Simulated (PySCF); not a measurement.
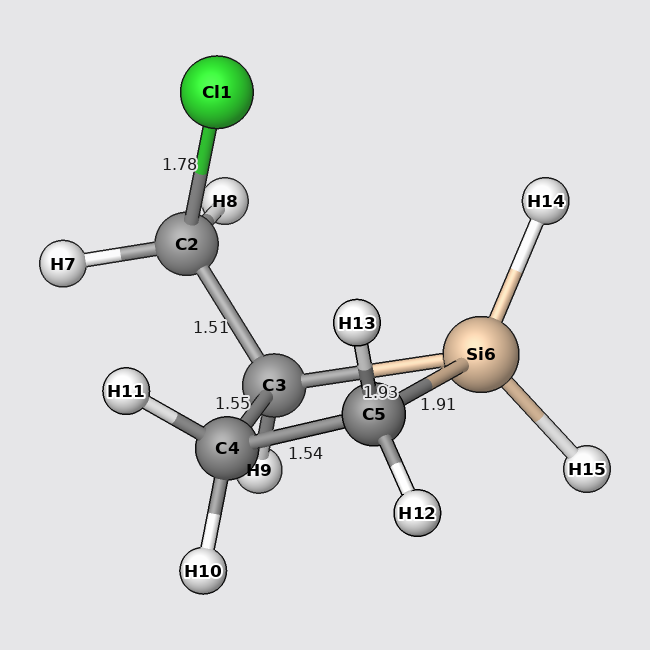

The numbers beside the sticks are distances in Å. Sticks don't show bond order. The computed structure is the end point of a GFN2-xTB optimisation. No frequency run is at hand to confirm it as a minimum.

Which of the marked bonds are single, double, triple or aromatic?

Cl1–C2 single; C2–C3 single; C3–C4 single; C3–Si6 single; C4–C5 single; C5–Si6 single.

Give the structure as SMILES.

ClC[C@@H]1CC[SiH2]1
